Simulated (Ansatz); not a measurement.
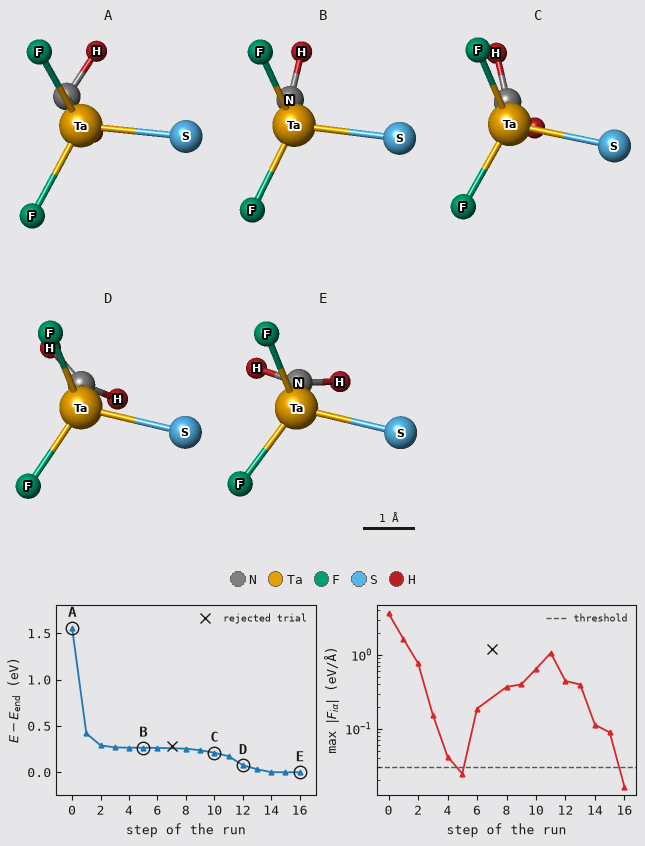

Frames of a relaxation of TaNH₂SF₂ (coarse preliminary run), marked on the history of the run. A ball-and-stick model, seen from a free direction.

The start comes from a force field.

The calculation used Ansatz 0.2.0, RKS PBE-D4/def2-SVP.

The input:
```yaml
crystal:
  periodic: [false, false, false]
  atoms:
    - {symbol: N, position_ang: [-1.019500, 0.554300, 0.847700]}
    - {symbol: Ta, position_ang: [0.542200, -0.451900, -0.229600]}
    - {symbol: F, position_ang: [2.302700, -0.279000, 0.854900]}
    - {symbol: F, position_ang: [0.114300, -2.471500, -0.446600]}
    - {symbol: S, position_ang: [0.809900, 0.419100, -2.174100]}
    - {symbol: H, position_ang: [-0.798700, 1.623500, 0.867800]}
    - {symbol: H, position_ang: [-1.889700, 0.537500, 0.234300]}
basis:
  gaussian: {orbitals: def2-SVP}
hamiltonian: {xc: pbe, dispersion: d4}
relax: {f_tol: 0.03, max_steps: 200}
```

Launched with:
```bash
ansatz run in.yaml --threads 4 --pin off --events-out ev --progress --plain --max-ram 10444MiB
```

**Describe the path.**

The largest move after the best rigid fit is that of H6, 1.29 Å. By element the largest moves are H 1.29 Å, N 0.39 Å, F 0.36 Å, S 0.27 Å, Ta 0.04 Å. Near-neighbour distances that change, for instance: N1–Ta2 2.148 → 1.962 Å, Ta2–F4 2.076 → 1.894 Å, Ta2–F3 2.075 → 1.894 Å, N1–H6 1.092 → 1.028 Å. Bond angles that change, for instance: Ta2–N1–H7 107.3° → 127.3°, Ta2–N1–H6 108.7° → 122.6°, H6–N1–H7 101.0° → 110.1°. After 15 accepted moves (16 points after the start) the energy has fallen by 1.560 eV. The largest force component goes from 3.6 to 0.016 eV/Å. The line search rejected the trial step at point 7 of the run. The forces were under the threshold at step 5, but the run went on from there. From step 0 to 5: F4 moves most (0.26 Å), energy −1.294 eV. From step 5 to 10: H6 moves most (0.40 Å), energy −0.054 eV. From step 10 to 12: H6 moves most (0.39 Å), energy −0.134 eV. From step 12 to 16: H6 moves most (0.42 Å), energy −0.077 eV.

```json
{"step": "0", "E − E(0), eV": "0.0000", "largest force component, eV/Å": "3.6451", "note": ""}
{"step": "1", "E − E(0), eV": "-1.1390", "largest force component, eV/Å": "1.6503", "note": ""}
{"step": "2", "E − E(0), eV": "-1.2688", "largest force component, eV/Å": "0.7717", "note": ""}
{"step": "3", "E − E(0), eV": "-1.2901", "largest force component, eV/Å": "0.1549", "note": ""}
{"step": "4", "E − E(0), eV": "-1.2937", "largest force component, eV/Å": "0.0420", "note": ""}
{"step": "5", "E − E(0), eV": "-1.2942", "largest force component, eV/Å": "0.0247", "note": ""}
{"step": "6", "E − E(0), eV": "-1.2959", "largest force component, eV/Å": "0.1876", "note": ""}
{"step": "7", "E − E(0), eV": "-1.2745", "largest force component, eV/Å": "1.1865", "note": "rejected"}
{"step": "8", "E − E(0), eV": "-1.3041", "largest force component, eV/Å": "0.3687", "note": ""}
{"step": "9", "E − E(0), eV": "-1.3204", "largest force component, eV/Å": "0.3988", "note": ""}
{"step": "10", "E − E(0), eV": "-1.3484", "largest force component, eV/Å": "0.6450", "note": ""}
{"step": "11", "E − E(0), eV": "-1.3853", "largest force component, eV/Å": "1.0631", "note": ""}
{"step": "12", "E − E(0), eV": "-1.4824", "largest force component, eV/Å": "0.4438", "note": ""}
{"step": "13", "E − E(0), eV": "-1.5262", "largest force component, eV/Å": "0.3975", "note": ""}
{"step": "14", "E − E(0), eV": "-1.5575", "largest force component, eV/Å": "0.1134", "note": ""}
{"step": "15", "E − E(0), eV": "-1.5592", "largest force component, eV/Å": "0.0893", "note": ""}
{"step": "16", "E − E(0), eV": "-1.5598", "largest force component, eV/Å": "0.0164", "note": ""}
```
